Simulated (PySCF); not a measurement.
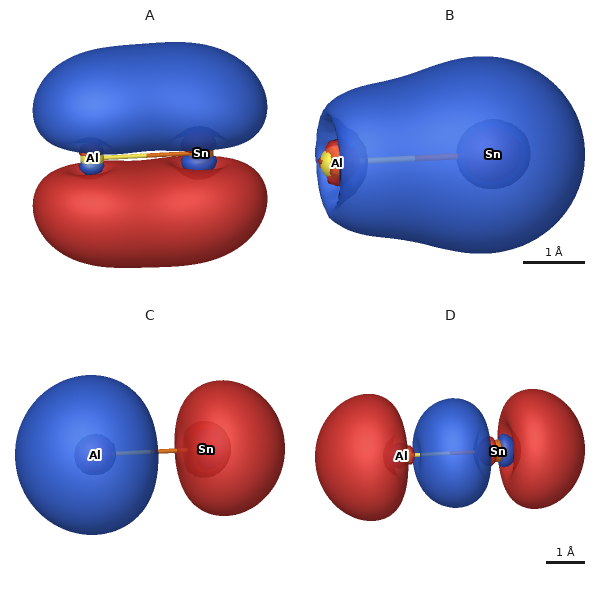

Figure. AlSn (quartet). Four frontier β-spin orbitals, each drawn at the value that holds 80 % of its norm (blue and red are the two phases), in no order; of a degenerate pair one member is drawn.

Core potentials replace the inner electrons of Sn.

All numbers below come from PBE0/cc-pVDZ(-PP), non-relativistic Hamiltonian with scalar-relativistic core potentials where named, at a bond length of 2.668 Å (PySCF 2.14.0).

Name the orbitals and rank them from lowest to highest energy.

Orbital B: σ, occupied in this spin, −11.27 eV; mainly on Sn (75 %).
Orbital C: σ, occupied in this spin, −7.72 eV; shared between the atoms (Al 70 %, Sn 30 %).
Orbital D: σ, empty in this spin, −2.67 eV; shared between the atoms (Al 50 %, Sn 50 %).
Orbital A: π, empty in this spin, −2.59 eV; bonding, with no node between the atoms.
